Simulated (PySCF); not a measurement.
# SiH2F2 (SMILES F[SiH2]F): B2PLYP/STO-3G

What is the vertical singlet–triplet gap of SiH2F2 at B2PLYP/STO-3G? 

The results are computed with PySCF 2.14.0.

7 further runs of the same task are left out: 1 that didn't finish, 6 set aside as unsound or not needed.

### Step 1. The molecule

The species is SiH2F2 (5 atoms), meant as a singlet with charge 0. As SMILES, `F[SiH2]F`. The shape is that of a PBE0-D4/def2-TZVP optimisation.

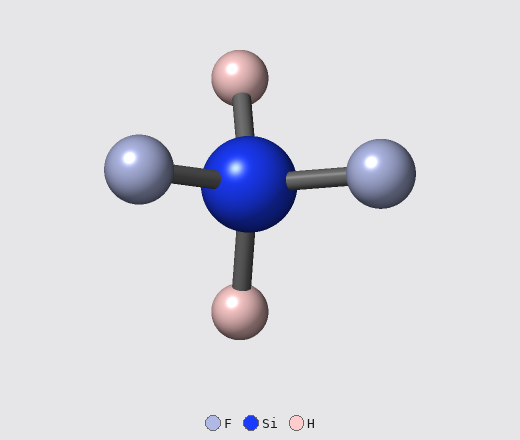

The structure, seen from a chosen angle (fluorine light blue, silicon blue, hydrogen pink).

### Step 2. The energy at B2PLYP/STO-3G

The input, job.py:

```python
from pyscf import gto, dft, mp

mol = gto.M(
    atom='''
F     -1.079010     0.538200     0.980720
Si    -0.005220    -0.000540    -0.054090
F      1.247630    -0.520590     0.766910
H     -0.590470    -1.138740    -0.786300
H      0.427070     1.121680    -0.907250
''',
    spin=0,
    basis='sto-3g',
    verbose=4,
    max_memory=1860,
)

ks = dft.RKS(mol)
ks.xc = '0.53*HF + 0.47*B88, 0.73*LYP'
ks.conv_tol = 1e-10
ks.grids.level = 5
ks.kernel()
if not ks.converged:
    ks = ks.newton().run(ks.mo_coeff, ks.mo_occ)

pt = mp.MP2(ks, frozen=7).run()
energy = ks.e_tot + 0.27 * pt.e_corr
print('PT2 part  %.8f' % (0.27 * pt.e_corr))
print('E = %.10f Eh' % energy)
```

On the command line:

```sh
$ OMP_NUM_THREADS=1 python job.py
```

Output:

```text
PySCF version 2.14.0

[INPUT] num. atoms = 5
[INPUT] num. electrons = 34
[INPUT] charge = 0
[INPUT] spin (= nelec alpha-beta = 2S) = 0
[INPUT] symmetry False subgroup None
[INPUT] Mole.unit = angstrom
[INPUT] Symbol           X                Y                Z      unit          X                Y                Z       unit  Magmom
[INPUT]  1 F     -1.079010000000   0.538200000000   0.980720000000 AA   -2.039033385667   1.017050600241   1.853292204883 Bohr   0.0
[INPUT]  2 Si    -0.005220000000  -0.000540000000  -0.054090000000 AA   -0.009864370370  -0.001020452107  -0.102215286078 Bohr   0.0
[INPUT]  3 F      1.247630000000  -0.520590000000   0.766910000000 AA    2.357679004791  -0.983772523187   1.449249862190 Bohr   0.0
[INPUT]  4 H     -0.590470000000  -1.138740000000  -0.786300000000 AA   -1.115826584772  -2.151906727087  -1.485891651746 Bohr   0.0
[INPUT]  5 H      0.427070000000   1.121680000000  -0.907250000000 AA    0.807045336018   2.119667999402  -1.714454026512 Bohr   0.0

nuclear repulsion = 118.741930749531
number of shells = 13
number of NR pGTOs = 63
number of NR cGTOs = 21
basis = sto-3g
ecp = {}

******** <class 'pyscf.dft.rks.RKS'> ********
method = RKS
initial guess = minao
damping factor = 0
level_shift factor = 0
DIIS = <class 'pyscf.scf.diis.CDIIS'>
diis_start_cycle = 1
diis_space = 8
diis_damp = 0
SCF conv_tol = 1e-10
SCF conv_tol_grad = None
SCF max_cycles = 50
direct_scf = True
direct_scf_tol = 1e-13
XC library pyscf.dft.libxc version 7.0.0
    S. Lehtola, C. Steigemann, M. J.T. Oliveira, and M. A.L. Marques.,  SoftwareX 7, 1–5 (2018)
XC functionals = 0.53*HF + 0.47*B88, 0.73*LYP
    A. D. Becke.,  Phys. Rev. A 38, 3098 (1988)
    C. Lee, W. Yang, and R. G. Parr.,  Phys. Rev. B 37, 785 (1988)
    B. Miehlich, A. Savin, H. Stoll, and H. Preuss.,  Chem. Phys. Lett. 157, 200 (1989)
radial grids:
    Treutler-Ahlrichs [JCP 102, 346 (1995); DOI:10.1063/1.469408] (M4) radial grids

becke partition: Becke, JCP 88, 2547 (1988); DOI:10.1063/1.454033
pruning grids: <function nwchem_prune>
grids dens level: 5
symmetrized grids: False
atomic radii adjust function: <function treutler_atomic_radii_adjust>
small_rho_cutoff = 0
Set gradient conv threshold to 1e-05
Initial guess from minao.
tot grids = 178392
init E= -483.638971610312
  HOMO = -0.372857472113115  LUMO = 0.163247612847581  gap/eV = 14.58816
cycle= 1 E= -483.635681123057  delta_E= 0.00329  |g|= 0.476  |ddm|= 2.42
  HOMO = -0.169765960884049  LUMO = 0.311790327509031  gap/eV = 13.10381
cycle= 2 E= -483.719026437416  delta_E= -0.0833  |g|= 0.265  |ddm|= 1.34
  HOMO = -0.264886044339137  LUMO = 0.353161850123092  gap/eV = 16.81794
cycle= 3 E= -483.744685513477  delta_E= -0.0257  |g|= 0.0123  |ddm|= 0.441
  HOMO = -0.267137676000959  LUMO = 0.356696049108822  gap/eV = 16.97538
cycle= 4 E= -483.744815611576  delta_E= -0.00013  |g|= 0.00177  |ddm|= 0.0416
  HOMO = -0.267407870336198  LUMO = 0.356545541747359  gap/eV = 16.97864
cycle= 5 E= -483.744817856908  delta_E= -2.25e-06  |g|= 0.000297  |ddm|= 0.00543
  HOMO = -0.267318777044632  LUMO = 0.356533649127671  gap/eV = 16.97589
cycle= 6 E= -483.744817923078  delta_E= -6.62e-08  |g|= 2.49e-05  |ddm|= 0.000947
  HOMO = -0.267331329976334  LUMO = 0.356535399945303  gap/eV = 16.97628
cycle= 7 E= -483.744817923545  delta_E= -4.67e-10  |g|= 1.82e-06  |ddm|= 7.9e-05
  HOMO = -0.267331278041843  LUMO = 0.356535808402586  gap/eV = 16.97629
cycle= 8 E= -483.744817923546  delta_E= -1.36e-12  |g|= 1.48e-07  |ddm|= 5.13e-06
  HOMO = -0.267331289363923  LUMO = 0.356535821984345  gap/eV = 16.97629
Extra cycle  E= -483.744817923545  delta_E= 9.09e-13  |g|= 4.37e-08  |ddm|= 4.06e-07
converged SCF energy = -483.744817923545

******** <class 'pyscf.mp.mp2.RMP2'> ********
nocc = 10, nmo = 14
frozen orbitals 7
E(RMP2) = -483.839555114906  E_corr = -0.0947371913604027
E(SCS-RMP2) = -483.846151399963  E_corr = -0.101333476418156
E_corr(same-spin) = -0.0142513306319164
E_corr(oppo-spin) = -0.0804858607284863
PT2 part  -0.02557904
E = -483.7703969652 Eh
```

It took 1.4 s on 1 thread of AMD EPYC 9R45 (Zen 5), shared host; peak memory 0.21 GiB.

### Step 3. The triplet, same level

The input, geometry.xyz:

```xyz
5
F2H2Si
F     -1.079010     0.538200     0.980720
Si    -0.005220    -0.000540    -0.054090
F      1.247630    -0.520590     0.766910
H     -0.590470    -1.138740    -0.786300
H      0.427070     1.121680    -0.907250
```

The input, input.py:

```python
from pyscf import gto, dft, mp

mol = gto.M(
    atom='geometry.xyz',
    charge=0,
    verbose=3,
    spin=2,
    basis='sto-3g',
    max_memory=1860,
)

ks = dft.UKS(mol, xc='0.53*HF + 0.47*B88, 0.73*LYP')
ks.conv_tol = 1e-10
ks.grids.level = 5
ks.kernel()
if not ks.converged:
    ks = ks.newton().run(ks.mo_coeff, ks.mo_occ)

pt = mp.MP2(ks, frozen=7).run()
e_final = ks.e_tot + 0.27 * pt.e_corr
print('PT2 part  %.8f' % (0.27 * pt.e_corr))
print('Final energy', e_final)
```

On the command line:

```sh
$ OMP_NUM_THREADS=1 python input.py
```

Output:

```text
WARN: HOMO 0.163247612847582 >= LUMO -0.372857472113116

WARN: HOMO 0.164022919835376 >= LUMO -0.0294252509891447

WARN: HOMO 0.169263179441612 >= LUMO -0.0861714129074859

WARN: HOMO 0.152592181966217 >= LUMO -0.0591277282148748

WARN: HOMO 0.155224513083322 >= LUMO -0.0597284969142347

WARN: HOMO 0.154898960814199 >= LUMO -0.0596774628574197

WARN: HOMO 0.154691687843964 >= LUMO -0.0596533174183834

WARN: HOMO 0.1536275639506 >= LUMO -0.059612734731783

WARN: HOMO 0.153083329926877 >= LUMO -0.0598565721158342

WARN: HOMO 0.153205200249121 >= LUMO -0.0599353895000188

WARN: HOMO 0.153197048813004 >= LUMO -0.0599394249957654

WARN: HOMO 0.15319631690062 >= LUMO -0.0599382347270759

WARN: HOMO 0.153191768941832 >= LUMO -0.0599366732757054

WARN: HOMO 0.153197098315618 >= LUMO -0.0599391941829643

WARN: HOMO 0.153197125173976 >= LUMO -0.0599387507411268

WARN: HOMO 0.153197397526012 >= LUMO -0.0599388343760002

converged SCF energy = -483.326248471645  <S^2> = 2.0207568  2S+1 = 3.0138061
E(UMP2) = -483.489763257317  E_corr = -0.163514785671892
E(SCS-UMP2) = -483.487706277273  E_corr = -0.161457805627976
PT2 part  -0.04414899
Final energy -483.37039746377644
```

Wall time 3.3 s (1 thread of AMD EPYC 9R45 (Zen 5), shared host); peak memory 0.21 GiB.

### Step 4. What came out

At B2PLYP/STO-3G, 7 core orbitals frozen:

```
                                        quantity          value
                           singlet: total energy  -483.77040 Eh
               singlet: dipole moment (SCF part)         0.97 D
      singlet: HOMO energy (SCF part's orbitals)       -7.27 eV
      singlet: LUMO energy (SCF part's orbitals)        9.70 eV
    singlet: HOMO–LUMO gap (SCF part's orbitals)       16.98 eV
                           triplet: total energy  -483.37040 Eh
               triplet: dipole moment (SCF part)         0.04 D
                                   triplet: ⟨S²⟩          2.021
vertical energy of the triplet above the singlet      10.885 eV
```

At this shape the triplet lies 10.88 eV (1050 kJ/mol) above the singlet. In a minimal basis such a difference can be off by several eV, whatever the method. Mulliken charges (singlet) run from -0.30 on F1 to +0.92 on Si2; they depend strongly on the basis.
